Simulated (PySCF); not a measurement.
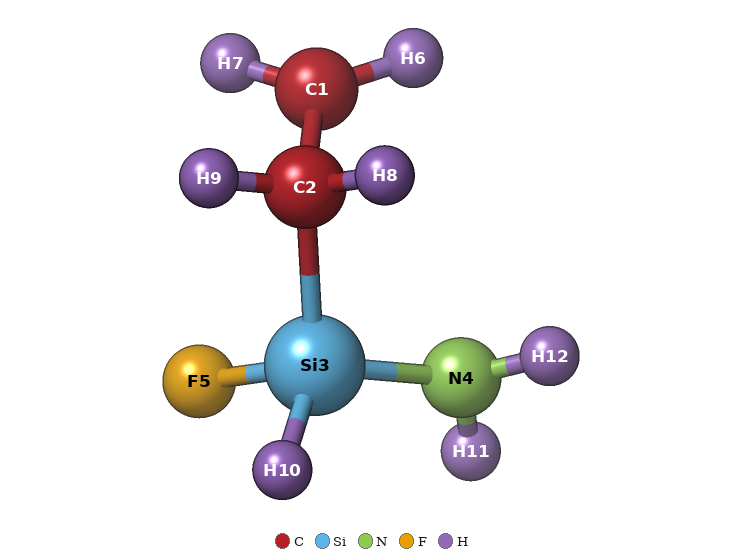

State: neutral, doublet. The computed structure is the end point of a GFN2-xTB optimisation. No frequency run is at hand to confirm it as a minimum. Level of theory: UKS B3LYP, pcH-1 on C F H N Si, non-relativistic (PySCF 2.14.0). Fermi-contact and spin-dipolar terms alone, no spin-orbit part.

### Which nucleus has the largest dipolar (anisotropic) hyperfine coupling?

13C at C1: principal values −78.6, −77.7, 156.2 MHz.

List the isotropic and dipolar parts for the most strongly coupled nuclei, one of each equivalent set.

```
atom  isotope  a_iso (MHz)   dipolar part (MHz)
  C1      13C         94.2  −78.6, −77.7, 156.2
  H6       1H        −59.3    −37.8, −0.1, 37.9
  H7       1H        −59.9    −37.8, −0.1, 37.9
 Si3     29Si       −144.7    −24.1, 11.6, 12.5
  H9       1H         47.7      −4.6, −4.0, 8.6
  H8       1H         48.7      −4.5, −4.1, 8.6
  F5      19F         −1.1      −4.9, −1.5, 6.4
  C2      13C        −31.6       −4.0, 0.5, 3.5
```

The geometry is semi-empirical. Around Si such bond lengths and angles can be off by a tenth of an ångström or more and by several degrees, and values that hang on the shape move with them.
